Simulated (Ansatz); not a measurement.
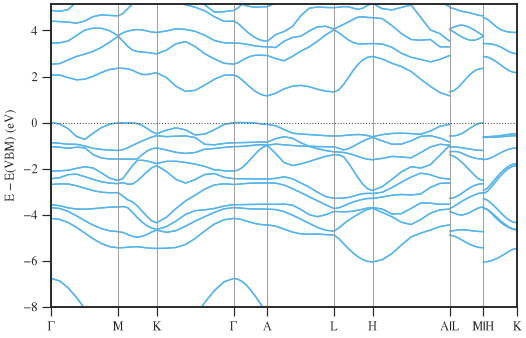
Figure: Band structure from PBEsol with spin–orbit coupling (plane waves, PAW; program Ansatz)

Question: Read off the gap and where the band edges lie.

Answer: About 1.2 eV (1.16 eV by a search for the band edges); maximum on the Γ–A line, 26 % of the way from Γ, minimum at A.

The material is Bi2SO2 in space group P-3m1 (No. 164; Bi on 2d, S on 1b, O on 2d).

The start of the workflow was typed in or built on a structure type; neither database checked (COD, Materials Project) lists it. Whether it is the stable phase at ambient conditions was not checked. The cell was relaxed with PBEsol under the symmetry of its start; whether a distortion lowers the energy is not shown. The volume moved by 33 % from the start of the relaxation.

Potentials: the earlier of the program's two PAW sets. The files were generated under PBE; for other functionals the program regenerates the frozen cores, and for LDA and PBEsol the local potential too.
